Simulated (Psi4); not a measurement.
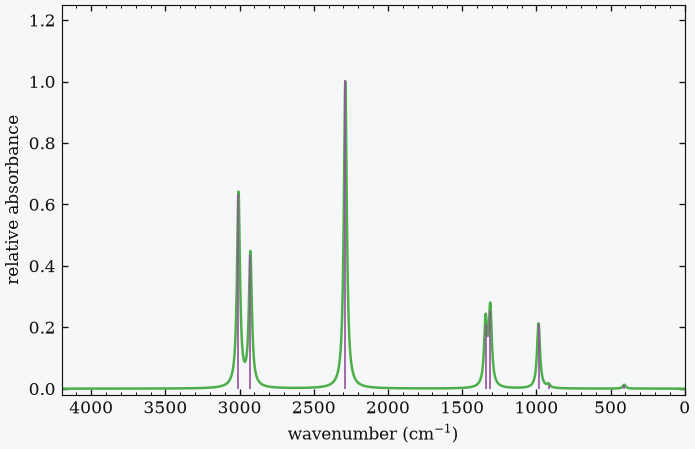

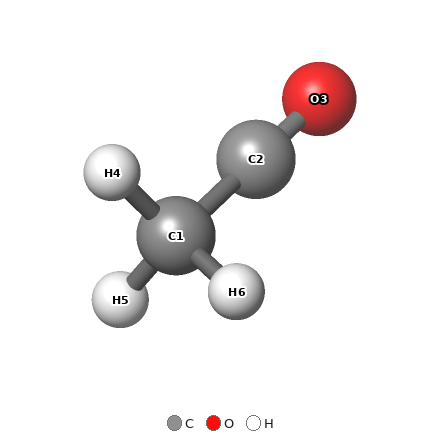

Infrared spectrum of C₂H₃O⁺, SMILES CC#[O+]. Unscaled harmonic wavenumbers and double-harmonic intensities, BP86/def2-TZVP, Psi4 1.11, at a geometry relaxed at this level, isolated molecule. Modes within 2 cm⁻¹ of each other count as one line, with their intensities summed. Lorentzian lines of 24 cm⁻¹ full width. Close modes add up in the curve.

### Which lines are the most intense?

2287.3 cm⁻¹ (214.5 km/mol), 3007.3 cm⁻¹ (135.6 km/mol) and 2927.1 cm⁻¹ (93.2 km/mol).

### List the modes.

```csv
cm⁻¹,km/mol
407.9 (×2),2.7
918.2,2.3
985.4 (×2),45.3
1310.5,54.3
1341.9 (×2),45.1
2287.3,214.5
2927.1,93.2
3007.3 (×2),135.6
```
